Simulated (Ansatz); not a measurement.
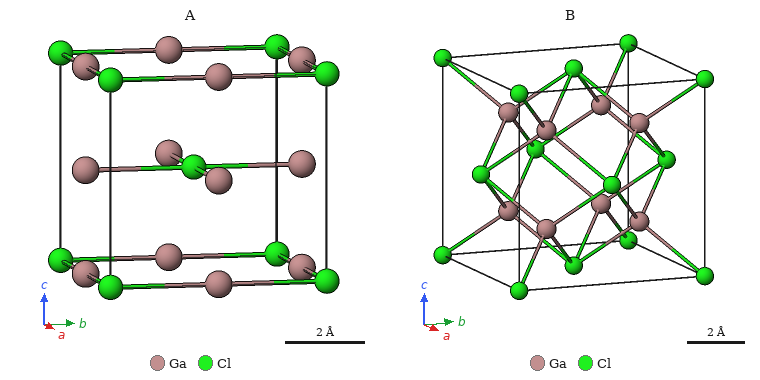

Two structures of Ga$_{2}$Cl, each relaxed to rest (conventional cells in solid outline, small ones repeated, not to one scale). Method: DFT PBE, scalar-relativistic, plane waves, PAW in Ansatz, without spin polarisation.

Identify the two structures.

A: 6 atoms a cell on a body-centred tetragonal lattice, I4/mmm. B: antifluorite, Fm-3m.

Which has the lower energy, and by how much?

A is lower, by 168 meV/atom at this level of theory (energies at zero smearing). Volumes: A 28.8, B 29.6 Å³/atom.

One or both may be structure types tried for this composition rather than known phases.
